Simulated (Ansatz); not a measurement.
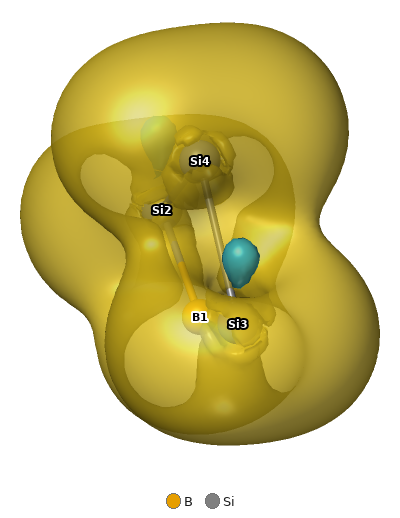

Figure 1: BSi3 (charge −1, quintet). Isosurfaces of the spin density (α minus β) at +0.02 (yellow) and −0.02 e/Å³ (cyan), seen at an oblique angle.

Geometry: PBE0-D4/def2-TZVPD; the highest occupied orbital lies above zero, a sign that basis and functional describe the outermost electron poorly.

Level of theory: Ansatz, UKS PBE0-D4/def2-TZVPD.

```xyz
4

B    -0.1040   -0.8318    0.4047
Si   -1.7740   -0.0114   -0.0136
Si    1.7288   -0.3514    0.1875
Si    0.1492    1.1946   -0.5785
```

Describe the spin distribution.

The unpaired spin (4 electrons) lies mostly on Si4 (about 1.4), Si2 (about 1.0), Si3 (about 1.0) and B1 (about 0.6), in electrons by Hirshfeld's partition.
